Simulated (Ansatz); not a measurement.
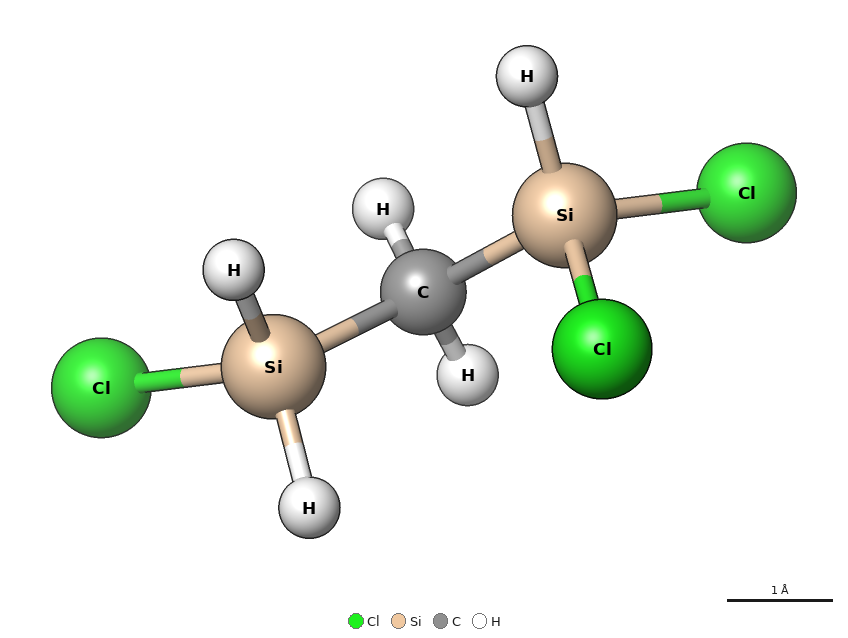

(Drawn from a calculation with Ansatz.)

The picture shows a molecular structure as a ball-and-stick model. Every bond is drawn as one stick, whatever its order.

Identify the structure.

Formula CH₅Cl₃Si₂. SMILES: `Cl[SiH2]C[SiH](Cl)Cl`. It has no ring. Among its groups: Si–H bond. The point group is C1. Coordination: 2 Si tetrahedral; 1 C tetrahedral.
